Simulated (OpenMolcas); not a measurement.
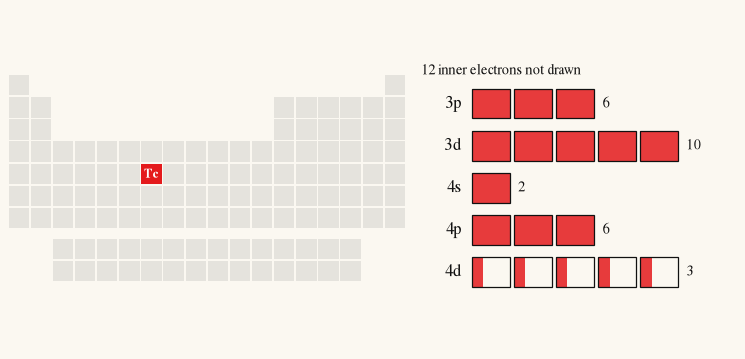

Left, the place of technetium in the periodic table; right, the outer shells of the leading configuration of the lowest level: a box for each of the 2l + 1 orbitals, shaded by the share of the shell that is filled, with the electron count at the right.

Run report: Tc⁴⁺ complex, multiconfigurational calculation (part 1 of 2)

System: Tc⁴⁺ with 6 ligands (Br; octahedron, 2.765 Å), embedded in Cs2NaYBr6 by model potentials and point charges, whose field is part of the energies.
Method: state-averaged CASSCF, active space 3 electrons in the shell 4d, basis ANO-RCC-VTZP on the metal and ANO-RCC-VDZP on the ligands, DKH2 scalar Hamiltonian, spin-orbit coupling by RASSI with atomic mean-field integrals (OpenMolcas).

**Input**
```
&GATEWAY
Basis set
Tc.ANO-RCC-VTZP.
Tc1 0.0 0.0 0.0 Angstrom
End of basis
Basis set
Br.ANO-RCC-VDZP.
L1 2.765000 0.000000 0.000000 Angstrom
L2 0.000000 2.765000 0.000000 Angstrom
L3 0.000000 0.000000 2.765000 Angstrom
End of basis
Basis set
Cs.EMB-AIMP.Al-Abdalla.0s.0s.ECP.Cs2NaYBr6.
PseudoCharge
* 4 symmetry-unique lattice sites within 7.6 angstrom
End of basis
Basis set
Na.EMB-AIMP.Al-Abdalla.0s.0s.ECP.Cs2NaYBr6.
PseudoCharge
* 3 symmetry-unique lattice sites within 7.6 angstrom
End of basis
Basis set
Br.EMB-AIMP.Al-Abdalla.0s.0s.ECP.Cs2NaYBr6.
PseudoCharge
* 12 symmetry-unique lattice sites within 7.6 angstrom
End of basis
Symmetry
XYZ
AngMom=0.0 0.0 0.0
AMFI
RICD
XField
1570 Angstrom 0
* Evjen-weighted lattice charges
&SEWARD
&RASSCF
FileOrb=start.orb
Symmetry=1
Spin=4
nActEl=3 0 0
Inactive=63 63
Ras2=5 0
CIRoot=10 10 1
SDav=10
CIMx=300
Iter=150 100
PrWF=0.3
OrbListing=Nothing
MaxOrb=0
LevShft=1.0
>>> COPY $Project.JobIph JOB001
&RASSCF
FileOrb=start.orb
Symmetry=1
Spin=2
nActEl=3 0 0
Inactive=63 63
Ras2=5 0
CIRoot=40 40 1
SDav=40
CIMx=300
Iter=150 100
PrWF=0.3
OrbListing=Nothing
MaxOrb=0
LevShft=1.0
>>> COPY $Project.JobIph JOB002
&RASSI
NrOfJobIphs=2 10 40
1 2 3 4 5 6 7 8 9 10
1 2 3 4 5 6 7 8 9 10 11 12 13 14 15 16 17 18 19 20 21 22 23 24 25 26 27
28 29 30 31 32 33 34 35 36 37 38 39 40
IphNames
JOB001
JOB002
EJob
SpinOrbit
DIPRint=1.0
SOCoupling=1000.0
Subsets=2
Property=9
'ANGMOM' 1 'ANGMOM' 2 'ANGMOM' 3 'MLTPL  1' 1 'MLTPL  1' 2 'MLTPL  1' 3
'AMFI' 1 'AMFI' 2 'AMFI' 3
SOProperty=3
'ANGMOM' 1 'ANGMOM' 2 'ANGMOM' 3
```

The file start.orb holds starting orbitals from an earlier step. A driver script formed the levels outside the program, from RASSI's spin-orbit matrix and the active-space energies, averaged over the components of each term or state.

Run as:
```bash
OMP_NUM_THREADS=1 MOLCAS_MEM=2457 MOLCAS_PROJECT=a pymolcas a.inp > a.log  # once for each step of the input, in one work folder
```

**Log (extracts)**
```
--- SEWARD ---
Basis set label: TC.ANO-RCC...7S6P4D2F1G.

      Electronic valence basis set:
      ------------------
      Associated Effective Charge  43.000000 au
      Associated Actual Charge     43.000000 au
      Nuclear Model: Point charge

      Shell  nPrim  nBasis  Cartesian Spherical Contaminant
         s      21       7        X
         p      18       6        X
         d      13       4                 X
         f       6       2                 X
         g       4       1                 X
                  Relativistic Douglas-Kroll-Hess integrals:
                    - DKH order of Hamiltonian: 2
                    - DKH order of Properties : 0
                  Atomic mean-field integrals
--- RASSCF ---
Wave function specifications:
      -----------------------------

      Number of closed shell electrons         252
      Number of electrons in active shells       3
      Max number of holes in RAS1 space          0
      Max nr of electrons in RAS3 space          0
      Number of inactive orbitals              126
      Number of active orbitals                  5
      Number of secondary orbitals              99
      Spin quantum number                      1.5
      State symmetry                             1
Orbital specifications:
      -----------------------

      Symmetry species                           1   2
                                                ag  au
      Frozen orbitals                            0   0
      Inactive orbitals                         63  63
      Active orbitals                            5   0
      RAS1 orbitals                              0   0
      RAS2 orbitals                              5   0
      RAS3 orbitals                              0   0
      Secondary orbitals                        49  50
      Deleted orbitals                           0   0
      Number of basis functions                117 113
      Number of CSFs                            10
      Number of root(s) required                10
      Iter CI   SX   CI       RASSCF       Energy    max ROT     max BLB   max BLB  Level Ln srch  Step   QN
          iter iter root      energy       change     param      element    value   shift minimum  type update
 Nr of preliminary CI iterations:   1
      Total energies have been shifted. Add               -19000.00 au
        1   1   16    0  -907.86849152    0.00E+00  -9.10E-02   16  71 2  2.98E-01*  1.53   0.00    SX    NO
        2   1   16    0  -908.52620743   -6.58E-01* -9.37E-02   16  71 2  2.05E-01*  1.29   0.00    SX    NO
        3   1   16    0  -908.82333588   -2.97E-01* -8.67E-02   58  66 1  1.46E-01*  1.09   0.00    SX    NO
        4   1   15    0  -908.95812047   -1.35E-01*  6.32E-02   58  66 1  1.03E-01*  0.95   0.00    SX    NO
        5   1   15    0  -909.01441325   -5.63E-02*  5.63E-02   58  66 1  6.56E-02*  0.87   2.18    LS   YES
        6   1   15    0  -909.03837143   -2.40E-02*  3.68E-02    9  73 2 -2.53E-02*  0.79   1.33    QN   YES
        7   1   15    0  -909.05349702   -1.51E-02*  2.56E-02   16  71 2 -1.91E-02*  0.79   1.80    LS   YES
        8   1   15    0  -909.05716046   -3.66E-03* -1.08E-02    9  90 1  2.03E-02*  0.78   1.15    QN   YES
        9   1   14    0  -909.06065149   -3.49E-03* -7.48E-03   16  69 1 -1.07E-02*  0.79   1.73    LS   YES
       10   1   14    0  -909.06139904   -7.48E-04* -6.70E-03   58  66 1  8.49E-03*  0.80   1.05    QN   YES
        ...
       25   1    8    0  -909.06265452   -4.19E-08*  5.49E-05    8  85 2 -3.21E-05   0.79   2.50    LS   YES
       26   1    8    0  -909.06265445    6.58E-08*  3.35E-05    7  84 2  1.54E-04*  0.79   0.13    LS   YES
       27   1    7    0  -909.06265451   -6.33E-08*  1.94E-05    9  90 1  4.04E-05   0.79   1.20    QN   YES
       28   1    7    0  -909.06265452   -2.76E-09  -1.01E-05   34  71 2  1.28E-05   0.79   0.43    QN   YES
      Convergence after 28 iterations
       29   1    7    0  -909.06265452   -1.83E-09  -1.01E-05   16  69 1 -3.80E-06   0.79   0.43    QN   YES
      Natural orbitals and occupation numbers for root  1
      sym 1:   1.000000   1.000000   0.000000   1.000000  -0.000000
      Natural orbitals and occupation numbers for root  2
      sym 1:   0.000044   1.000000   0.000044   0.999956   0.999956
      Natural orbitals and occupation numbers for root  3
      sym 1:   0.999955   1.000000   0.000045   0.000045   0.999955
::    RASSCF root number  1 Total energy: -19909.16814921
::    RASSCF root number  2 Total energy: -19909.09403023
::    RASSCF root number  3 Total energy: -19909.09403023
::    RASSCF root number  4 Total energy: -19909.09403023
::    RASSCF root number  5 Total energy: -19909.06611868
::    RASSCF root number  6 Total energy: -19909.06611868
::    RASSCF root number  7 Total energy: -19909.06611868
::    RASSCF root number  8 Total energy: -19908.99264975
::    RASSCF root number  9 Total energy: -19908.99264975
::    RASSCF root number 10 Total energy: -19908.99264975
--- RASSCF ---
Wave function specifications:
      -----------------------------

      Number of closed shell electrons         252
      Number of electrons in active shells       3
      Max number of holes in RAS1 space          0
      Max nr of electrons in RAS3 space          0
      Number of inactive orbitals              126
      Number of active orbitals                  5
      Number of secondary orbitals              99
      Spin quantum number                      0.5
      State symmetry                             1
Orbital specifications:
      -----------------------

      Symmetry species                           1   2
                                                ag  au
      Frozen orbitals                            0   0
      Inactive orbitals                         63  63
      Active orbitals                            5   0
      RAS1 orbitals                              0   0
      RAS2 orbitals                              5   0
      RAS3 orbitals                              0   0
      Secondary orbitals                        49  50
      Deleted orbitals                           0   0
      Number of basis functions                117 113
      Number of CSFs                            40
      Number of root(s) required                40
      Iter CI   SX   CI       RASSCF       Energy    max ROT     max BLB   max BLB  Level Ln srch  Step   QN
          iter iter root      energy       change     param      element    value   shift minimum  type update
 Nr of preliminary CI iterations:   1
      Total energies have been shifted. Add               -19000.00 au
        1   1    9    0  -908.99530060    0.00E+00  -1.02E-02   65  71 1 -9.87E-03*  0.81   0.00    SX    NO
        2   1   10    0  -908.99618486   -8.84E-04*  5.65E-03   60  65 1 -6.21E-03*  0.81   0.00    SX    NO
        3   1    9    0  -908.99655446   -3.70E-04* -3.45E-03   60  65 1 -4.72E-03*  0.81   0.00    SX    NO
        4   1    9    0  -908.99673276   -1.78E-04* -2.52E-03   60  65 1 -3.73E-03*  0.81   0.00    SX    NO
        5   1    9    0  -908.99682688   -9.41E-05* -3.71E-03   60  65 1 -2.95E-03*  0.81   2.50    LS   YES
        6   1    9    0  -908.99691443   -8.75E-05* -3.44E-03   60  65 1 -1.78E-03*  0.81   1.94    LS   YES
        7   1    9    0  -908.99694142   -2.70E-05*  8.50E-04   57  69 1 -1.20E-03*  0.81   1.02    QN   YES
        8   1    9    0  -908.99695378   -1.24E-05*  1.27E-03   57  69 1 -7.82E-04*  0.81   2.50    LS   YES
        9   1    8    0  -908.99696502   -1.12E-05*  1.49E-03   51  83 2 -5.27E-04*  0.81   1.81    QN   YES
       10   1    8    0  -908.99697172   -6.69E-06* -7.21E-04   55  68 1  5.87E-04*  0.81   1.20    QN   YES
       11   1    8    0  -908.99697383   -2.11E-06* -8.98E-04   55  68 1  3.36E-04*  0.81   1.96    QN   YES
       12   1    7    0  -908.99697544   -1.61E-06* -1.60E-04   57  69 1  2.59E-04*  0.81   1.22    QN   YES
       13   1    6    0  -908.99697564   -2.03E-07* -1.01E-04   57  69 1  1.52E-04*  0.81   1.63    LS   YES
       14   1    6    0  -908.99697567   -2.25E-08* -5.03E-05   57  69 1  8.46E-05   0.81   0.78    QN   YES
       15   1    6    0  -908.99697571   -3.93E-08* -7.54E-05   57  69 1  5.17E-05   0.81   2.50    LS   YES
       16   1    6    0  -908.99697571   -1.09E-11  -7.54E-05   55  68 1  3.83E-05   0.81   0.48    QN   YES
      Convergence after 16 iterations
       17   1    6    0  -908.99697572   -1.29E-08* -7.54E-05   61  71 2  1.05E-05   0.81   0.48    QN   YES
      Natural orbitals and occupation numbers for root  1
      sym 1:   0.991123   0.975947   1.004954   0.004817   0.023159
      Natural orbitals and occupation numbers for root  2
      sym 1:   0.990226   1.005402   0.976396   0.023159   0.004817
      Natural orbitals and occupation numbers for root  3
      sym 1:   0.987424   1.001172   0.995019   0.009234   0.007152
::    RASSCF root number  1 Total energy: -19909.10128959
::    RASSCF root number  2 Total energy: -19909.10128959
::    RASSCF root number  3 Total energy: -19909.09837178
::    RASSCF root number  4 Total energy: -19909.09837178
::    RASSCF root number  5 Total energy: -19909.09837178
::    RASSCF root number  6 Total energy: -19909.06864590
::    RASSCF root number  7 Total energy: -19909.06864590
::    RASSCF root number  8 Total energy: -19909.06864590
::    RASSCF root number  9 Total energy: -19909.04298819
::    RASSCF root number 10 Total energy: -19909.04298819
::    RASSCF root number 11 Total energy: -19909.04298819
::    RASSCF root number 12 Total energy: -19909.04254605
::    RASSCF root number 13 Total energy: -19909.03452629
::    RASSCF root number 14 Total energy: -19909.03452629
::    RASSCF root number 15 Total energy: -19909.03452629
::    RASSCF root number 16 Total energy: -19909.02518330
::    RASSCF root number 17 Total energy: -19909.02518330
::    RASSCF root number 18 Total energy: -19909.02169921
::    RASSCF root number 19 Total energy: -19909.02169921
::    RASSCF root number 20 Total energy: -19909.02169921
::    RASSCF root number 21 Total energy: -19908.99509536
::    RASSCF root number 22 Total energy: -19908.99509536
::    RASSCF root number 23 Total energy: -19908.99509536
::    RASSCF root number 24 Total energy: -19908.98929477
::    RASSCF root number 25 Total energy: -19908.95997126
::    RASSCF root number 26 Total energy: -19908.95997126
::    RASSCF root number 27 Total energy: -19908.95997126
::    RASSCF root number 28 Total energy: -19908.95732618
::    RASSCF root number 29 Total energy: -19908.95732618
::    RASSCF root number 30 Total energy: -19908.95732618
```

(Continued in part 2.) Outcome of the run: converged.
